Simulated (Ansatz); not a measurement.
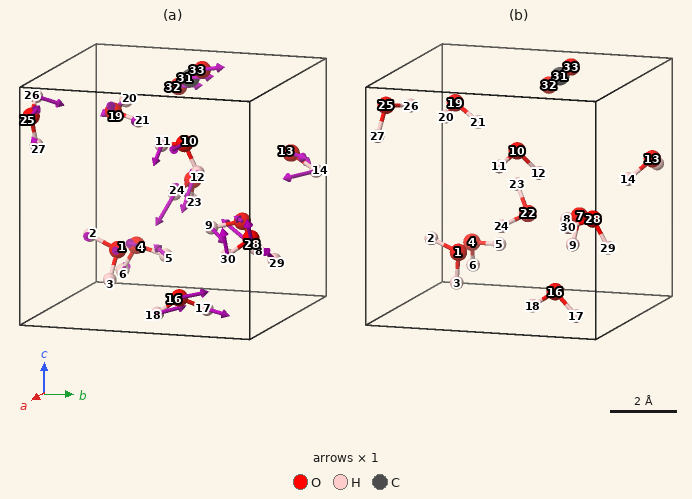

The structure of an amorphous cell of composition H20CO12 before (left) and after (right) a relaxation, at one scale. The purple arrows give the displacements, at their true length.

The picture is a ball-and-stick view of the cell of the calculation, seen slightly off an axis.

The cell holds 10 H2O + 1 CO2. The run prepares the start of a later molecular dynamics calculation, from a guessed geometry.

The calculation used Ansatz, DFT PBE-D3(BJ), scalar-relativistic, plane waves, PAW. Settings: plane-wave cutoff 420 eV; k-point mesh 1 × 1 × 1; occupations fermi dirac; smearing width 0.05 eV; no spin polarisation; atoms relaxed in a fixed cell; force threshold 0.3 eV/Å; at most 15 steps.

Q: Summarise the run.

A: The relaxation stopped without meeting its thresholds, so the last structure isn't shown to be converged. It used up its limit of 15 steps. The energy falls by 131 meV per atom in 14 geometry steps. Largest force component: 1.2 eV/Å at the start, 0.73 eV/Å at the end. The atom that moves furthest is an H atom (1.56 Å along [−1 −2 1]). Largest moves by element: H 1.56 Å, O 1.23 Å, C 0.80 Å. The lattice vectors keep their values. Near-neighbour distances that change, for instance: H–O 0.969 → 1.006 Å, C–O 1.179 → 1.166 Å, H–O 0.969 → 0.979 Å. Bond angles that change, for instance: H–O–H 104.0° → 107.4°. The run took 54 s on 1 thread of Arm Neoverse V1 (shared host), peak memory 0.4 GiB.

Limits of the set-up: the program's low-accuracy preset was used; the periodic images lie only 7.4 Å apart, so the values are limited by the cell's size.
